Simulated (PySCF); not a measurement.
# SiO2: singlet, from a BP86 minimum start

The task is one start of a wider search on SiO2: the singlet, from a BP86 minimum start. It is relaxed, tested by its Hessian and followed downhill if it is a saddle.

Computed with PySCF 2.14.0. Level: BP86, basis Si def2-TZVP, O def2-TZVP, no relativity, density fitting.

## Step 1: Where the work starts

3 atoms, charge 0, spin multiplicity 1.

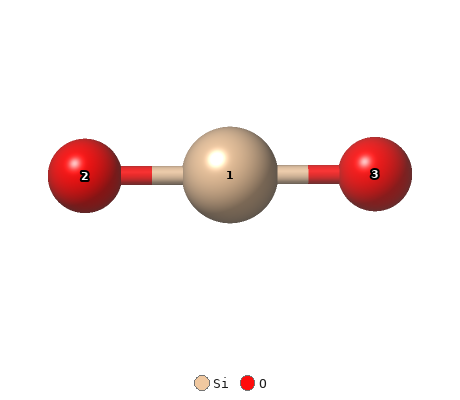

Start geometry, drawn with silicon light orange, oxygen red; atoms are numbered from 1 in the order of the file.

Coordinates in bohr (charge 0 multiplicity 1):
```
Si    0.0000    0.0000    0.0000
O     0.0000    0.0000    2.8861
O     0.0000    0.0000   -2.8861
```

## Step 2: Finding the electronic state

One driver script runs all steps and calls PySCF; scf.py shows how it sets up the SCF of each step. The optimiser is the driver's own. The state is first sought with PBE. After this first run the driver tries any further starts and a stability analysis.

File scf.py:

```python
from pyscf import gto, scf, dft
mol = gto.M(atom='''
Si    -0.000000     0.000000     0.000000
O     -0.000000     0.000000     1.527266
O      0.000000     0.000000    -1.527266''',
    basis={'Si': 'def2-TZVP', 'O': 'def2-TZVP'},
    charge=0, spin=0)
mf = dft.RKS(mol, xc='PBE')
mf.grids.atom_grid = (50, 194)
aux = {'Si': 'def2-universal-JKFIT', 'O': 'def2-universal-JKFIT'}
mf = mf.density_fit(auxbasis=aux)
mf.conv_tol = 1e-08
mf.diis_space = 10
mf.max_cycle = 60
mf.init_guess = 'minao'
mf.verbose = 4
mf.kernel()
```

Run with:

```sh
$ OMP_NUM_THREADS=2 python axn.py task.json out
```

Standard output:

```text
init E= -439.952987073995
  HOMO = -0.424967899791057  LUMO = -0.186877636242272  gap/eV = 6.47877
cycle= 1 E= -439.302676816039  delta_E= 0.65  |g|= 1.46  |ddm|= 2.06
  HOMO = -0.0982409511994976  LUMO = -0.0519713941650579  gap/eV = 1.25906
cycle= 2 E= -436.07853233726  delta_E= 3.22  |g|= 3.83  |ddm|= 2.86
  HOMO = -0.299813507217264  LUMO = -0.138889747153449  gap/eV = 4.37896
cycle= 3 E= -439.721394867894  delta_E= -3.64  |g|= 0.208  |ddm|= 2.34
  HOMO = -0.313497998556019  LUMO = -0.176103518596101  gap/eV = 3.73869
cycle= 4 E= -439.732591912156  delta_E= -0.0112  |g|= 0.109  |ddm|= 0.324
  HOMO = -0.303512935502956  LUMO = -0.164025071094464  gap/eV = 3.79566
cycle= 5 E= -439.735183981153  delta_E= -0.00259  |g|= 0.0327  |ddm|= 0.111
  HOMO = -0.305520953222681  LUMO = -0.164885441178804  gap/eV = 3.82689
cycle= 6 E= -439.735400032754  delta_E= -0.000216  |g|= 0.00733  |ddm|= 0.0153
  HOMO = -0.305875769188121  LUMO = -0.165059342451293  gap/eV = 3.83181
cycle= 7 E= -439.735409291584  delta_E= -9.26e-06  |g|= 0.00208  |ddm|= 0.00328
  HOMO = -0.305930884767803  LUMO = -0.165055382399139  gap/eV = 3.83342
cycle= 8 E= -439.735410102249  delta_E= -8.11e-07  |g|= 0.000496  |ddm|= 0.000949
  HOMO = -0.305949579584944  LUMO = -0.165054544979469  gap/eV = 3.83395
cycle= 9 E= -439.735410151751  delta_E= -4.95e-08  |g|= 2.29e-05  |ddm|= 0.00031
  HOMO = -0.30595281776  LUMO = -0.165056992659437  gap/eV = 3.83397
cycle= 10 E= -439.735410151848  delta_E= -9.65e-11  |g|= 7.55e-07  |ddm|= 1.27e-05
  HOMO = -0.305952627803705  LUMO = -0.165056738251089  gap/eV = 3.83397
Extra cycle  E= -439.735410151848  delta_E= 2.27e-13  |g|= 7.28e-07  |ddm|= 1.61e-06
converged SCF energy = -439.735410151848
```

This step, with its further starts and checks, needed 6.4 s of wall time on 2 threads of Arm Neoverse N1, shared host.

No lower closed-shell solution turned up in the test of internal stability.

## Step 3: Relaxation: BP86 minimum start, singlet

The program finds D∞h symmetry in the start, which this walk keeps.

Edit scf.py of step 2 so:

```diff
@@ -3,2 +3,2 @@
-Si    -0.000000     0.000000     0.000000
-O     -0.000000     0.000000     1.527266
+Si     0.000000     0.000000     0.000000
+O      0.000000     0.000000     1.527266
@@ -8 +8 @@
-mf = dft.RKS(mol, xc='PBE')
+mf = dft.RKS(mol, xc='B88,P86')
@@ -15 +14,0 @@
-mf.init_guess = 'minao'
```

Steps of the walk:

```tsv
step	energy (Eh)	change (kJ/mol)	largest symmetric gradient (Eh/bohr)
0	-440.061671	0.00	0.00001
```

The walk took 1.4 s.

End point (D∞h, 0 steps, 0.0 kJ/mol gained): Si–O 1.527 Å (×2); O–Si–O 180.0°.

## Step 4: Frequencies

The point is checked on the finer grid, and tightened if its gradient asks for it. The Hessian and the dipole derivatives come from central differences of analytic gradients, with steps of 0.02 bohr.

Edit scf.py of step 3 so:

```diff
@@ -9 +9 @@
-mf.grids.atom_grid = (50, 194)
+mf.grids.atom_grid = (75, 302)
@@ -12 +12 @@
-mf.conv_tol = 1e-08
+mf.conv_tol = 1e-10
```

This SCF starts from the last density.

Log of the central SCF (cycles and frontier levels):

```text
init E= -440.06168593807
  HOMO = -0.310369794494365  LUMO = -0.169049222816341  gap/eV = 3.84553
cycle= 1 E= -440.061685938067  delta_E= 3.3e-12  |g|= 5.23e-06  |ddm|= 3.64e-06
  HOMO = -0.310370885047601  LUMO = -0.169049412564831  gap/eV = 3.84555
Extra cycle  E= -440.061685938015  delta_E= 5.23e-11  |g|= 1.72e-05  |ddm|= 1.14e-05
converged SCF energy = -440.061685938015
```

The whole step took 13 s.

Geometry: D∞h; Si–O 1.527 Å (×2); O–Si–O 180.0°.

Harmonic modes (main isotopes):

```json
{"symmetry": "πu", "ω (cm⁻¹)": "274", "IR (km/mol)": "123"}
{"symmetry": "σg+", "ω (cm⁻¹)": "955", "IR (km/mol)": "0.0"}
{"symmetry": "σu+", "ω (cm⁻¹)": "1391", "IR (km/mol)": "76.3"}
```

No imaginary mode, so this is a minimum.

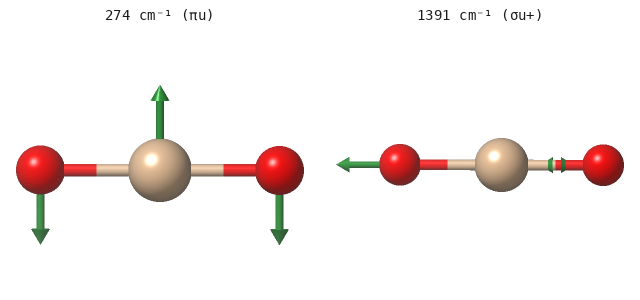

How the atoms move in 2 of the modes.

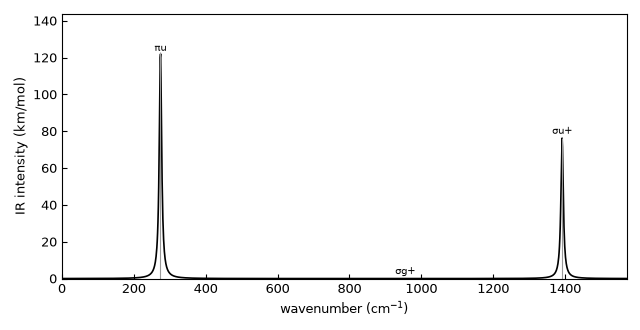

The harmonic infrared spectrum (widths in cm⁻¹). Lines are broadened to a width of 8 cm⁻¹ (Lorentzian).

Constants and moments:

```
Dipole moment                                                   : 0.00 D
Highest occupied level                                          : -8.45 eV
Lowest empty level                                              : -4.60 eV
Rotational constants                                            : 0.2259 cm⁻¹
Zero-point energy                                               : 17.3 kJ/mol
Principal polarisabilities                                      : 23.2, 23.2, 39.8 bohr³
Atomisation energy without zero-point energy                    : 1295 kJ/mol
Principal traceless quadrupole moments about the centre of mass : -10.92, 5.46, 5.46 D Å
Entropy at 298.15 K and 1 bar                                   : 232.9 J/(mol K)
Heat capacity Cp at 298.15 K                                    : 45.8 J/(mol K)
Enthalpy at 298.15 K above 0 K                                  : 11.19 kJ/mol
Rotational symmetry number                                      : 2
```

Charges (e) and bond orders:

```tsv
atom	Mulliken	Löwdin	polar tensor	Mayer order to Si1
Si1	0.76	0.28	1.01	–
O2,3	-0.38	-0.14	-0.50	2.17
```

Outer orbital energies (eV). occupied: -24.83, -24.21, -11.67, -9.82, -9.41, -9.41, -8.45, -8.45; empty: -4.60, -1.80, -1.80, 2.50.

Mulliken populations on Si1: s 4.99, p 7.64, d 0.53, f 0.08.

## Step 5: Outcome

| quantity | value |
| --- | --- |
| minimum | singlet, D∞h |
| geometry | Si–O 1.527 Å (×2); O–Si–O 180.0° |
| wavenumbers (cm⁻¹) | 274 (πu), 955 (σg+), 1391 (σu+) |
| dipole moment | 0.00 D |
| highest occupied, lowest empty level | -8.45, -4.60 eV |
| polar-tensor charge of Si1 | +1.01 e |
| zero-point energy | 17.3 kJ/mol |
| entropy at 298.15 K | 232.9 J/(mol K) |
| atomisation energy (no zero-point energy) | 1295 kJ/mol |

What this shows: The BP86 minimum start keeps its D∞h symmetry and ends in a minimum. In the infrared the band at 274 cm⁻¹ (πu, bend) leads. Si1 has a polar-tensor charge of +1.0 e (a dipole derivative, not a static charge), yet symmetry cancels the bond dipoles. Other starts or spin states, not run here, may lie lower.

The search up to here took 21 s.
